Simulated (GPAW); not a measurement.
# A GW chain in GPAW: AlN (P6_3mc), part 2 of 2

Wanted: ground state, empty states, screening and self-energy for AlN (P6_3mc).

GPAW 26.7.0; LDA and many-body steps on it, plane waves. Known limits of the many-body steps: not at the basis limit.

So far. Step 3 (Bands along the symmetry lines): The gap is 4.245 eV, as in the run before at this level. Step 4 (Empty states on the mesh, 6×6×4 mesh, 503 bands): On this mesh the gap is 4.245 eV.

The database entry behind the starting cell differs from later determinations by our own check (inner coordinate u about 0.002 short), so it need not match the best structure at ambient conditions.

### Step 5. Screening and self-energy, 6×6×4 mesh, 229 bands, screening to 180 eV

G0W0 replaces the xc potential by the self-energy, built once from these orbitals. Only a window of levels is corrected, while the sums run over the empty bands that the input names.

This step: G0W0 on LDA, plane waves, PAW.

run.py reads:

```python
import json
import numpy as np
from gpaw.mpi import world
from gpaw.response.g0w0 import G0W0

gw = G0W0('full.gpw',
    filename='gw',
    kpts=[0],
    bands=(6, 10),
    ecut=180,
    nbands=229,
    integrate_gamma='WS',
    ppa=True)
gw.calculate()
res = {mode: {k: v for k, v in r.items() if k != 'sigma_eskwn'}
       for mode, r in gw.all_results.items()}

if world.rank == 0:
    with open('result.json', 'w') as f:
        json.dump(res, f, default=lambda x: x.tolist())
```

Started as:

```sh
mpirun -n 4 gpaw python run.py
```

Numbers of over 12 decimals in the logs are rounded to 6 here.

The program printed:

```text
Using integrator: PointIntegrator
FrequencyGridDescriptor(from 0.000+0.000j to 0.000+27.211j eV, 2 points)
Nonperiodic BCs:  [False False False]
Using integrator: PointIntegrator
FrequencyGridDescriptor(from 0.000+0.000j to 0.000+27.211j eV, 2 points)
Nonperiodic BCs:  [False False False]
  ___  _ _ _
 |   || | | |
 | | || | | |
 |__ ||_____|
 |___|

BZ k-points: Symmetries present (total): 6

  [... matrices ...]
144 k-points: 6 x 6 x 4 Monkhorst-Pack grid + [1/12,1/12,1/8]
24 k-points in the irreducible part of the Brillouin zone
       k-points in crystal coordinates                weights
   0:     0.00000000    0.00000000    0.00000000          1/144
   1:     0.00000000    0.00000000    0.25000000          2/144
   2:     0.00000000    0.00000000    0.50000000          1/144
   3:     0.16666667    0.00000000   -0.25000000          6/144
   4:     0.16666667    0.00000000    0.00000000          6/144
   5:     0.16666667    0.00000000    0.25000000          6/144
   6:     0.16666667    0.00000000    0.50000000          6/144
   7:     0.33333333   -0.16666667    0.00000000          6/144
   8:     0.33333333   -0.16666667    0.25000000         12/144
   9:     0.33333333   -0.16666667    0.50000000          6/144
          ...
  23:     0.50000000    0.50000000    0.50000000          3/144

Distributing spins, k-points and bands (1 x 1 x 4) over 4 processes
Number of blocks: 1

Quasi particle states:
k-points (IBZ indices): [0]
Band range: (6, 10)
  [... matrices ...]
Computational parameters:
Plane wave cut-off: 180 eV
Number of bands: 229
Coulomb cutoff: None
Broadening: 0.1 eV

fxc modes: GW
Kernel: RPA
Using Godby-Needs plasmon-pole approximation:
  Fitting energy: i*E0, E0 = 1.000 Hartree
Summing all q:

Calculating screened Coulomb potential
No Coulomb truncation
FrequencyGridDescriptor(from 0.000+0.000j to 0.000+27.211j eV, 2 points)
Removing empty qpoint cache files...

Calculating chi0 body with:
    Ground state adapter containing:
    Number of spins: 1
    Number of kpoints: 144
    Number of irreducible kpoints: 24
    Number of completely occupied states: 8
    Number of partially occupied states: 8
    Occupied states memory: 1.1865234375 M / cpu

    Linear response parametrization:
    q_c: [1.3877787807814457e-17, 1.3877787807814457e-17, 0.0]
    Number of frequency points: 2
    Planewave cutoff: 180.0
    Number of bands: 229
    Number of planewaves: 245
    Broadening (eta): 1e-06
    comm.size: 4
    kncomm.size: 4
    blockcomm.size: 1

    Memory estimate of potentially large arrays:
        chi0_wGG: 1.831818 M / cpu
Integrating chi0 body.

Symmetries of q_c:
    Direct symmetries (Uq -> q): 6
    Indirect symmetries (TUq -> q): 6
In total 12 allowed symmetries.

  [... matrices ...]
24 groups of equivalent kpoints. 83.333333% reduction.

Integral kind: response function
Integrating chi0 head and wings.

Symmetries of q_c:
    Direct symmetries (Uq -> q): 6
    Indirect symmetries (TUq -> q): 6
In total 12 allowed symmetries.

  [... matrices ...]
24 groups of equivalent kpoints. 83.333333% reduction.

Integral kind: response function wings

Calculating chi0 body with:
    Ground state adapter containing:
    Number of spins: 1
    Number of kpoints: 144
    Number of irreducible kpoints: 24
    Number of completely occupied states: 8
    Number of partially occupied states: 8
[... the further q-points ...]

Results:
f:      Occupation numbers
eps:     KS-eigenvalues [eV]
vxc:     KS vxc [eV]
exx:     Exact exchange [eV]
sigma:   Self-energies [eV]
dsigma:  Self-energy derivatives
Z:       Renormalization factors
qp:      QP-energies [eV]

k-point 0 (0): (0.000, 0.000, 0.000)                GW
band       f     eps     vxc     exx   sigma  dsigma       Z      qp
                                                                   GW
   6   1.000   5.672 -17.861 -21.626   2.776  -0.265   0.790   4.890
   7   1.000   5.854 -17.999 -21.701   2.743  -0.266   0.790   5.097
   8   0.000  10.100 -14.766  -9.959  -3.781  -0.219   0.820  10.942
   9   0.000  12.405 -13.656  -8.061  -4.271  -0.206   0.829  13.503
```

Elapsed: 4.3 min, on 4 MPI ranks of Intel Xeon Platinum 8488C (Sapphire Rapids), shared host; peak memory 1.4 GiB.

Numbers from this step:

```
G0W0 gap on the points computed              : 5.845 eV
least direct G0W0 gap on the computed points : 5.845 eV
Z at the valence top                         : 0.7902
Z at the conduction bottom                   : 0.8205
starting gap on the mesh                     : 4.245 eV
k of the valence top                         : 0, 0, 0
k of the conduction bottom                   : 0, 0, 0
```

The gap on the mesh goes from 4.25 eV to 5.84 eV, a correction of +1.60 eV.

Limits: finite bands, cutoff and mesh. v1 is the top filled band, c1 the lowest empty one. The levels before and after the correction (eV, zero at the valence-band top of each column):

```
           conduction bottom  valence top
Kohn-Sham               4.25         0.00
     G0W0               5.84         0.00
```

```
           level  energy (eV)
Kohn-Sham   Γ v2       -0.182
Kohn-Sham   Γ v1        0.000
Kohn-Sham   Γ c1        4.245
Kohn-Sham   Γ c2        6.550
     G0W0   Γ v2       -0.207
     G0W0   Γ v1        0.000
     G0W0   Γ c1        5.845
     G0W0   Γ c2        8.406
```

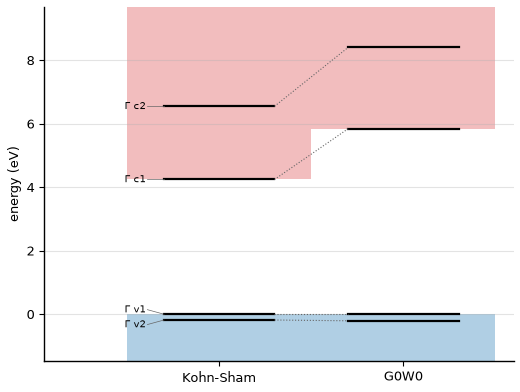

Levels before and after the correction. Shaded: valence and conduction bands.

### Step 6. Where the time went

Times are wall times on 4 MPI ranks of Intel Xeon Platinum 8488C (Sapphire Rapids), shared host, good to a factor of about two.

```
                          step     time  share  memory (GiB)
                  ground state    7.8 s    3 %          0.67
bands along the symmetry lines    7.5 s    3 %          0.72
      empty states on the mesh     18 s    6 %           1.7
     screening and self-energy  4.3 min   89 %           1.4
```

### Step 7. Results

```
LDA gap              : 4.25 eV, direct
G0W0 gap on the mesh : 5.84 eV
GW settings          : 6×6×4 mesh, 229 bands, screening to 180 eV, Godby-Needs plasmon pole
known limits         : not at the basis limit
```

In words: G0W0 moves the gap on the mesh from 4.25 eV to 5.84 eV (+1.60 eV), with Z of 0.79 and 0.82 at the edges. Only 1 of the mesh's irreducible points was corrected, so a valley elsewhere could overtake. The dearest step here is «screening and self-energy». Bands and cutoff are finite, so the gap is not at the basis limit. The miss can reach some tenths of an eV and take either sign; the mesh is an error of its own. These stock PAW sets were not made for GW. In the G0W0 run levels were corrected at 1 k point alone, so a gap called «on the mesh» is the least over those, and an edge elsewhere would be missed.

[Paths, hosts, dates, memory and timing lines, banners, echoed tables and standing remarks are left out of the program output.]

[Logs are printed without paths, hosts, clocks, repeated set-up lines and the standing remarks that a program may print on its own settings, such as how far it seeks lower states.]

[Runs of the session that timed out or met a known fault of the program may be left out.]

[Hosts, paths, dates, database ids (printed as entryN), source tags and the programs' standing remarks are cut or masked in the printed files.]
